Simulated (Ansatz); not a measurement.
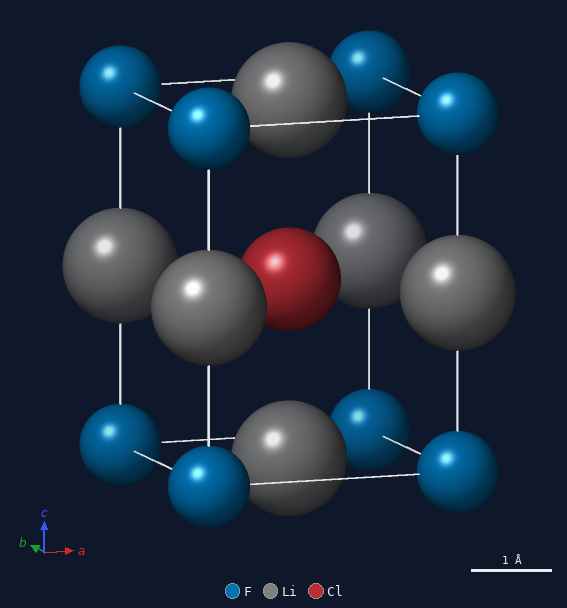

View slightly off an axis, drawn as a spheres-only model. The conventional unit cell is drawn as a box.

Li2ClF, space group P4/mmm (No. 123), a = 3.343 Å, b = 3.343 Å, c = 4.601 Å, α = 90.00°, β = 90.00°, γ = 90.00°. The structure was taken from a structure type filled with these elements by a generator (whether the compound takes this form wasn't checked). Earlier steps of the study may have refined or changed the cell and positions. Ansatz was used for an electronic-structure calculation on it.

This one geometry was computed with Ansatz (DFT, plane waves, PAW) at four levels of theory: HSE06, r2SCAN, PBE and PBE0. It was relaxed beforehand with r2SCAN.

Q: How does the band gap change with the level of theory?

A: PBE: a gap of 6.59 eV, direct; r2SCAN: a gap of 7.31 eV, direct; HSE06: a gap of 8.06 eV, direct; PBE0: a gap of 8.79 eV, direct.

Q: Collect the results in a table.

A:
| level | cutoff (eV) | k-mesh of the run's cell | gap (eV) | pressure (GPa) |
| --- | --- | --- | --- | --- |
| HSE06 | 420 | 6×6×4 | 8.06 | 0.3 |
| r2SCAN | 500 | 8×8×6 | 7.31 | 0.0 |
| PBE | 420 | 8×8×6 | 6.59 | 1.4 |
| PBE0 | 420 | 6×6×4 | 8.79 | 0.2 |

Gaps are taken on the k-mesh or band path of each run.
